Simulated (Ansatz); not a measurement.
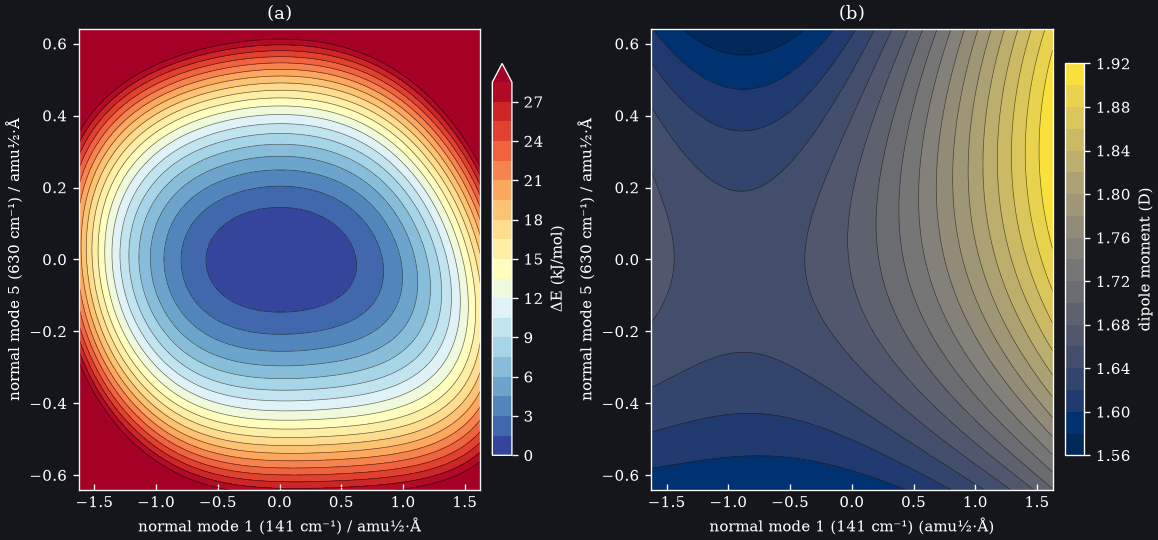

CH2BBrO, SMILES OC=BBr. The first coordinate is: normal mode 1 (141 cm⁻¹); the second: normal mode 5 (630 cm⁻¹). Nothing is relaxed (straight displacements along the two mass-weighted modes). Grid: 9 × 9 points. Points are written as (first, second). All energies are given in kJ/mol relative to the lowest grid point. The calculation used RKS BHLYP-D4/def2-TZVP (Ansatz).

Panel (a) is the energy and panel (b) the computed dipole moment on the same grid.

Drawn: filled contours, one colour for all values above the top of the scale. Between grid points the surface is interpolated.

> How does the dipole moment vary over the map, and what is it at the lowest grid point?

Leaving out the highest fifth of the energies, it runs from 1.58 D at (−0.406 amu½·Å, −0.64 amu½·Å) to 1.91 D at (1.625 amu½·Å, 0.16 amu½·Å). At the lowest grid point, (0.000 amu½·Å, 0.00 amu½·Å), it is 1.68 D.
